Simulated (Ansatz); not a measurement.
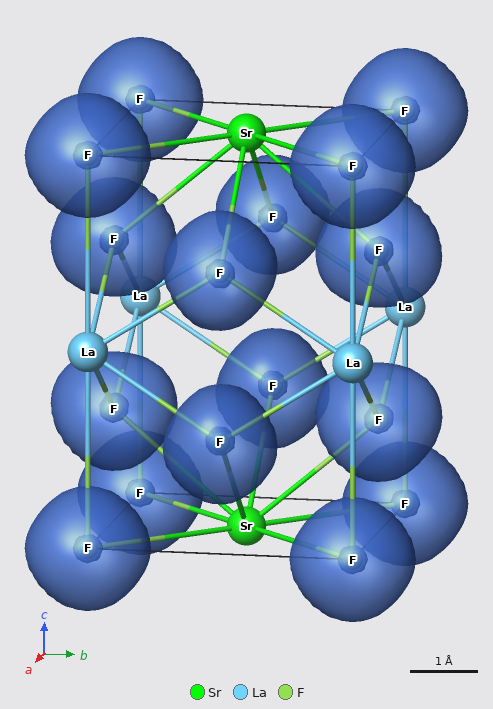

Figure. SrLaF₅. Isosurface of the electron localisation function at 0.6 (blue), seen slightly off an axis. Only the valence region is drawn (cores and ρ < 0.01 e/Å³ removed). Sticks mark near contacts.

Space group P4/mmm; a structure from a database of computed crystals, not necessarily the ambient phase; started from the MgPPd5-123 prototype, which need not be the ambient phase.

Theory: DFT, r2SCAN+rVV10, plane waves, PAW in Ansatz 0.2.0.

Core electrons are frozen (PAW), and the valence fields are smoothed inside the atomic spheres.

```xyz
7
Lattice="4.0530 0.0000 0.0000 0.0000 4.0530 0.0000 0.0000 0.0000 6.0383" Properties=species:S:1:pos:R:3 pbc="T T T"
Sr    2.0265    2.0265    0.0000
La    0.0000    0.0000    3.0191
F     0.0000    2.0265    1.7195
F     0.0000    2.0265    4.3188
F     2.0265    0.0000    1.7195
F     2.0265    0.0000    4.3188
F     0.0000    0.0000    0.0000
```

Describe the localisation domains.

Answer. The ELF exceeds this value in five regions wrapped around F (the valence shell of each), counted in one cell of 7 atoms. Regions shared between cells count once. Profiles from the grid: La–F (2.41 Å): the ELF is about 0.25 at the midpoint and 0.10 at its lowest between the atoms: a largely ionic contact. Sr–F (2.66 Å): the ELF is about 0.05 at the midpoint (an ionic contact with no shared pair).
